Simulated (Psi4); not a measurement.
**InH2O (SMILES [OH][InH]) at UOMP2/def2-TZVP (core potential, density fitting for correlation)**

What is the energy change on altering one bond length of InH2O at UOMP2/def2-TZVP (core potential, density fitting for correlation)? 

The calculation is run with Psi4 1.11.

1 further run of the same task is left out (set aside as unsound or not needed).

## 1. The system as given

InH2O: 4 atoms, total charge 0, spin state doublet. As SMILES, `[OH][InH]`. The coordinates come from a PBE0-D4/def2-TZVP relaxation.

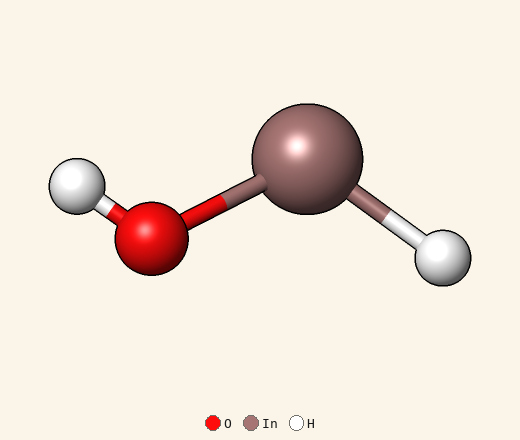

The structure, seen from a chosen angle (oxygen red, indium brown, hydrogen white).

## 2. The energy at UOMP2/def2-TZVP (core potential, density fitting for correlation)

Contents of h2ino.xyz:

```xyz
4
H2InO
O     -0.298400    -1.020600     0.295000
In     0.563900     0.746600    -0.088500
H      0.236800    -1.629400     0.809100
H     -0.446700     1.843000    -1.036000
```

Contents of job.py:

```python
import psi4

psi4.set_memory('1600 MB')
psi4.set_num_threads(1)
psi4.core.set_output_file('psi4.out', False)

with open('h2ino.xyz') as f:
    atoms = ''.join(f.readlines()[2:])
molecule = psi4.geometry('0 2\n' + atoms + 'symmetry c1')

psi4.set_options({
    'basis': 'def2-TZVP',
    'reference': 'uhf',
    'puream': True,
    'e_convergence': 1e-09,
    'd_convergence': 1e-08,
    'scf_type': 'pk',
    'num_frozen_docc': 5,
    'maxiter': 200,
})

E = psi4.energy('omp2')
print(f'total energy {E:.8f} hartree = {E * 27.211386:.5f} eV')
for k, v in sorted(psi4.core.scalar_variables().items()):
    print(f'{k:45s} {v:18.10f}')
```

Launch:

```console
$ python job.py
```

psi4.out:

```text
[...]
    !!!  WARNING: ECP capability is in beta. Please check occupations closely.  !!!
[...]
  Running in c1 symmetry.
[...]
  Nuclear repulsion =   60.887027745392601
[...]
  Multiplicity = 2
[...]
  Nalpha       = 16
  Nbeta        = 15
[...]
    Number of basis functions: 93
[...]
   @UHF iter   1:  -265.06362572506748   -1.42792e+00   7.33647e-03 DIIS/ADIIS
[...]
   @UHF iter  15:  -265.25560903044516   -2.44427e-12   6.33716e-09 DIIS
[...]
   @S^2 Observed:                7.663310254E-01
[...]
    Orbital Energies [Eh]
    ---------------------
    Alpha Occupied:
       1A    -20.516243     2A     -5.387821     3A     -3.647470
       4A     -3.642455     5A     -3.636982     6A     -1.274170
       7A     -1.035167     8A     -1.031694     9A     -1.028461
      10A     -1.027056    11A     -1.019597    12A     -0.624056
      13A     -0.530095    14A     -0.470675    15A     -0.458675
      16A     -0.309211
    Alpha Virtual:
      17A      0.018690    18A      0.064123    19A      0.094499
      20A      0.143891    21A      0.175288    22A      0.180510
      23A      0.216730    24A      0.248920    25A      0.276893
[...]
  @UHF Final Energy:  -265.25560903044516
   => Energetics <=
    Nuclear Repulsion Energy =             60.8870277453926008
    One-Electron Energy =                -561.4717673596843497
    Two-Electron Energy =                 235.3291305838465917
    Total Energy =                       -265.2556090304451573
  UHF NO Occupations:
  HONO-2 :   14  A 1.9987189
  HONO-1 :   15  A 1.9936409
[...]
 Multipole Moments:
 ------------------------------------------------------------------------------------
     Multipole            Electronic (a.u.)      Nuclear  (a.u.)        Total (a.u.)
 ------------------------------------------------------------------------------------
 L = 1.  Multiply by 2.5417464519 to convert [e a0] to [Debye]
 Dipole X            :          9.7757545           -8.8908221            0.8849324
 Dipole Y            :         16.4759815          -16.1076734            0.3683081
 Dipole Z            :         -2.7782096            3.0219898            0.2437802
 Magnitude           :                                                    0.9890324
[...]
	Warning: cc_lambda option is changed to TRUE
	For this residual convergence, default PCG convergence is:     1.00e-07
[...]
	DF-SCS-MP2 Total Energy (a.u.)     :  -265.73458801097661
	DF-SOS-MP2 Total Energy (a.u.)     :  -265.71889602675617
[...]
	DF-SCS-OMP2 Total Energy (a.u.)    :  -265.74546171384935
	DF-SOS-OMP2 Total Energy (a.u.)    :  -265.69033764190988
	DF-SCS(N)-OMP2 Total Energy (a.u.) :  -265.53148563939811
[...]
	DF-OMP2 Total Energy (a.u.)        :  -265.78072534063358
[...]
```

It took 45 s on 1 thread of Intel Xeon 6975P-C (Granite Rapids), shared host; peak memory 0.34 GiB.

## 3. The distorted shape

Contents of job.inp:

```
memory 1.6 GB

molecule {
  0 2
  O
  In 1 r2
  H 1 r3 2 a3
  H 2 r4 1 a4 3 d4

  r2 = 3.0051
  r3 = 0.959883
  a3 = 114.9611
  r4 = 1.766681
  a4 = 113.82098
  d4 = 179.99428
  symmetry c1
}

set {
  basis           def2-TZVP
  reference       uhf
  puream          true
  e_convergence   1e-09
  d_convergence   1e-08
  scf_type        pk
  num_frozen_docc 5
  maxiter         200
}

energy_value, wavefunction = energy('omp2', return_wfn=True)
print_variables()
```

Launch:

```console
$ psi4 -i job.inp -o job.out -n 1
```

job.out:

```text
[...]
    !!!  WARNING: ECP capability is in beta. Please check occupations closely.  !!!
[...]
  Running in c1 symmetry.
[...]
  Nuclear repulsion =   44.595641690481607
[...]
  Multiplicity = 2
[...]
  Nalpha       = 16
  Nbeta        = 15
[...]
    Number of basis functions: 93
[...]
   @UHF iter   1:  -264.93033146801719   -1.49806e+00   7.52950e-03 ADIIS/DIIS
[...]
   @UHF iter  31:  -265.14846723903270   -8.86757e-12   5.47237e-09 DIIS
[...]
   @S^2 Observed:                9.131442363E-01
[...]
    Orbital Energies [Eh]
    ---------------------
    Alpha Occupied:
       1A    -20.434835     2A     -5.449174     3A     -3.705945
       4A     -3.702076     5A     -3.699478     6A     -1.130662
       7A     -1.093172     8A     -1.089401     9A     -1.086810
      10A     -1.086707    11A     -1.081619    12A     -0.585689
      13A     -0.496145    14A     -0.401797    15A     -0.357994
      16A     -0.263252
    Alpha Virtual:
      17A     -0.017763    18A      0.022570    19A      0.076908
      20A      0.124084    21A      0.135308    22A      0.140469
      23A      0.207234    24A      0.222519    25A      0.230060
[...]
  @UHF Final Energy:  -265.14846723903270
   => Energetics <=
    Nuclear Repulsion Energy =             44.5956416904816066
    One-Electron Energy =                -528.4610357917599686
    Two-Electron Energy =                 218.7169268622456570
    Total Energy =                       -265.1484672390326978
  UHF NO Occupations:
  HONO-2 :   14  A 1.9868665
  HONO-1 :   15  A 1.9304878
[...]
 Multipole Moments:
 ------------------------------------------------------------------------------------
     Multipole            Electronic (a.u.)      Nuclear  (a.u.)        Total (a.u.)
 ------------------------------------------------------------------------------------
 L = 1.  Multiply by 2.5417464519 to convert [e a0] to [Debye]
 Dipole X            :          0.0002450           -0.0002332            0.0000117
 Dipole Y            :          1.6492611           -1.0783028            0.5709583
 Dipole Z            :         30.8211723          -28.1435759            2.6775964
 Magnitude           :                                                    2.7377940
[...]
	Warning: cc_lambda option is changed to TRUE
	For this residual convergence, default PCG convergence is:     1.00e-07
[...]
	DF-SCS-MP2 Total Energy (a.u.)     :  -265.62796646249268
	DF-SOS-MP2 Total Energy (a.u.)     :  -265.61279345991488
[...]
	DF-SCS-OMP2 Total Energy (a.u.)    :  -265.66301751835488
	DF-SOS-OMP2 Total Energy (a.u.)    :  -265.60572736113278
	DF-SCS(N)-OMP2 Total Energy (a.u.) :  -265.42324657086368
[...]
	DF-OMP2 Total Energy (a.u.)        :  -265.69676902977858
[...]
```

Wall time 51 s (1 thread of Intel Xeon 6975P-C (Granite Rapids), shared host); peak memory 0.33 GiB.

## 4. What came out

Level: UOMP2/def2-TZVP (core potential, density fitting for correlation), 5 core orbitals frozen.

| quantity | value |
| --- | --- |
| first shape: total energy | -265.78073 Eh |
| first shape: HOMO energy (Hartree–Fock orbitals) (highest over α and β) | -8.41 eV |
| first shape: LUMO energy (Hartree–Fock orbitals) (lowest over α and β) | 0.27 eV |
| first shape: correlation energy (5 core orbitals frozen) | -525.1 mEh |
| first shape: ⟨S²⟩ of the reference determinant | 0.766 |
| distorted shape: total energy | -265.69677 Eh |
| distorted shape: HOMO energy (Hartree–Fock orbitals) (highest over α and β) | -7.16 eV |
| distorted shape: LUMO energy (Hartree–Fock orbitals) (lowest over α and β) | -1.10 eV |
| distorted shape: correlation energy (5 core orbitals frozen) | -548.3 mEh |
| distorted shape: ⟨S²⟩ of the reference determinant | 0.913 |
| energy change with the O1–In2 bond stretched from 2.003 to 3.005 Å | 2.285 eV |

With the O1–In2 bond stretched from 2.003 to 3.005 Å the energy rises by 2.28 eV (53 kcal/mol). The first shape isn't relaxed at this level, so the change isn't measured from a minimum. ⟨S²⟩ (distorted shape) is 0.91 where a pure doublet has 0.75: the reference is spin-contaminated.
